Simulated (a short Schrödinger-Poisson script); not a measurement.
Structure: symmetric double-gate stack, Si3N4 on p-type Si(100), at 300 K.

```
layer  material  thickness (nm)  Na (cm⁻³)
-----  --------  --------------  ---------
1         Si3N4             3.4          -
2            Si              14       5e15
3         Si3N4             3.4          -
```

Constants are typed, rounded textbook-type inputs, not results; the design itself was drawn at random and stands for no fabricated device. Si3N4: permittivity 7.5, conduction-band edge (eV) 1.95, gap (eV) 5.1, electron mass (mₑ) 0.5. Si: permittivity 11.7, conduction-band edge (eV) 0, gap (eV) 1.124, Nv at 300 K (cm⁻³) 3.1e19.

Channel valleys (confinement mass, in-plane density-of-states mass, number): Δ2 0.916, 0.19, 2; Δ4 0.19, 0.417, 4. At the gates, both at one voltage, the conduction-band edge of layer 1 lies 2.31 eV − eVg above the Fermi level of the channel. Gaps are held at their typed values at every temperature. Mesh 0.03 nm at interfaces.

Solved with a short Schrödinger-Poisson script written for these runs: 1D Poisson equation in equilibrium, electrons quantum, Hartree (BenDaniel-Duke, 12 states a valley, the channel's in-plane mass for all, wave functions free to enter the dielectric), parabolic valleys, classical holes, full ionisation, no traps, pinning or gate leakage.

Only gate voltages with over 1e8 electrons/cm² are shown.

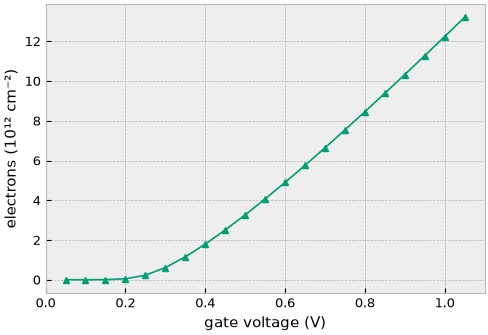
Sheet density against gate voltage

| Vg (V) | electrons (cm⁻²) | C (μF/cm²) | Δ2 E0 (meV) | Δ2 E1 (meV) | Δ4 E0 (meV) | Δ4 E1 (meV) |
|---|---|---|---|---|---|---|
| 0.05 | 1.79e8 | < 0.003 | 312.5 | 318.6 | 319.2 | 345.5 |
| 0.15 | 8.38e9 | 0.0518 | 213.1 | 219.1 | 219.8 | 246.0 |
| 0.25 | 2.29e11 | 0.909 | 128.0 | 132.9 | 134.7 | 159.6 |
| 0.35 | 1.15e12 | 1.92 | 86.6 | 88.2 | 94.9 | 115.3 |
| 0.45 | 2.51e12 | 2.37 | 63.4 | 63.7 | 77.3 | 93.1 |
| 0.55 | 4.07e12 | 2.62 | 46.5 | 46.6 | 67.1 | 79.3 |
| 0.65 | 5.76e12 | 2.79 | 33.3 | 33.4 | 60.0 | 69.7 |
| 0.75 | 7.54e12 | 2.91 | 22.6 | 22.6 | 54.6 | 62.4 |
| 0.85 | 9.39e12 | 3.00 | 13.4 | 13.4 | 50.1 | 56.5 |
| 0.95 | 1.13e13 | 3.06 | 5.4 | 5.5 | 46.3 | 51.7 |
| 1.05 | 1.32e13 | 3.12 | -1.7 | -1.7 | 42.9 | 47.4 |

Subbands count from the Fermi level. The capacitance is that of both gates.
